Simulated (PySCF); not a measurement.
Molecule: Bi(Br)3, SMILES [Bi]([Br])([Br])[Br]. Atoms near the plane z = 1.2 Å, at the CAM-B3LYP/def2-SVP optimised geometry (x, y, z in Å): Bi1 (-1.1, -1.3, 0.0), Br2 (1.5, -1.3, 0.0), Br4 (-1.5, 1.3, 0.0).

Level of theory: CAM-B3LYP/def2-TZVP, def2 effective core potentials past Kr (PySCF 2.14.0). The core electrons that the potentials of Bi replace are not part of the density. The values are rescaled to run from 0 to 1.

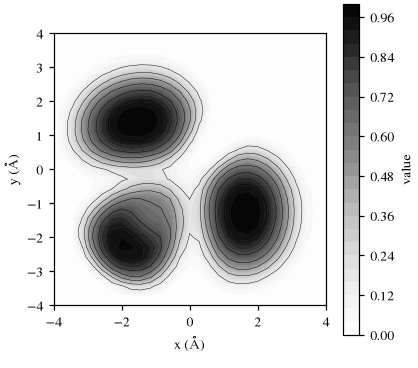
Figure. a field on the plane z = 1.2 Å.

Q: Which quantity is mapped?
(A) electrostatic potential
(B) electron localisation function
(C) deformation density (molecule minus spherical neutral atoms)
(D) Laplacian of the electron density

A: B, electron localisation function
